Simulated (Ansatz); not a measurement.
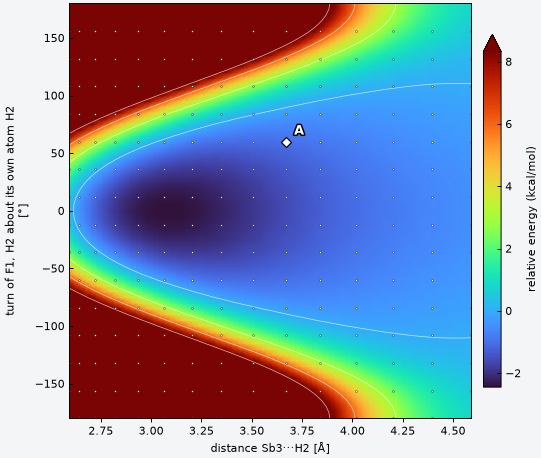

The pair FH···H₃Sb. 
- The turn is about an axis along (0.31, −0.95, −0.08) in the frame of the relaxed pair, normal to the line between the partners.
- The first coordinate is: distance Sb3···H2; the second: turn of F1, H2 about its own atom H2.
- Grid: 15 × 15 points.
- Points are written as (first, second).
- All energies are given in kcal/mol relative to the two partners far apart, frozen as in the relaxed pair, each in its own basis (no counterpoise correction).
- The calculation used RKS B3LYP-D4/def2-TZVPD in Ansatz.

In the figure: a smooth colour map with a few white contour lines, dots at the grid points, one colour for all values above the top of the scale, the point A. Between grid points the surface is interpolated.

Q: Is A at rest? If not, where is it pushed?

A: A, at (3.669 Å, 60°), is not a stationary point. The computed force is 0.66 kcal/mol for each Å towards smaller values of distance Sb3···H2 and 0.022 kcal/mol for each degree towards smaller values of the second coordinate.
